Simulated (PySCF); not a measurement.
SMILES CC(=O)c1cccc(C)c1 (C9H10O) at its GFN2-xTB optimised geometry (Å):

```
20

C     -2.9045    -1.8034     0.0681
C     -1.3964    -1.8126    -0.0033
O     -0.7736    -2.8502    -0.0596
C     -0.7092    -0.4954     0.0000
C     -1.3852     0.7234    -0.0010
C     -0.6680     1.9054    -0.0026
C      0.7163     1.8887    -0.0014
C      1.4117     0.6841     0.0000
C      2.9092     0.6659     0.0224
C      0.6857    -0.4954     0.0000
H     -3.2671    -2.8277     0.0926
H     -3.3157    -1.2992    -0.8034
H     -3.2356    -1.2813     0.9634
H     -2.4630     0.7604    -0.0054
H     -1.1920     2.8502    -0.0063
H      1.2643     2.8202    -0.0035
H      3.3157     1.4841    -0.5683
H      3.2908    -0.2755    -0.3641
H      3.2660     0.7818     1.0463
H      1.1908    -1.4506    -0.0006
```

Method: PBE0/def2-SVP (PySCF).

Map of the HOMO−1 amplitude (bohr^(-3/2)) on the plane z = 0.6 Å; orbital energy -7.28 eV, overall sign arbitrary:

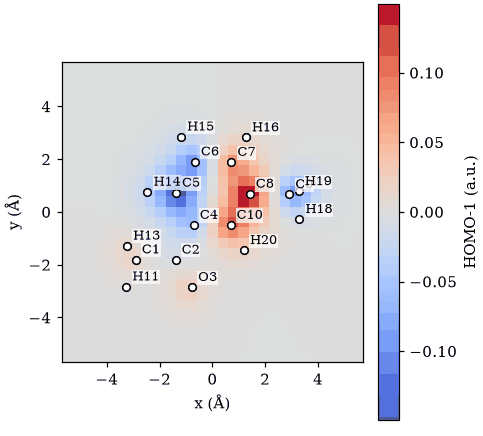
Figure. HOMO−1 amplitude (bohr^(-3/2)) on the plane z = 0.6 Å.
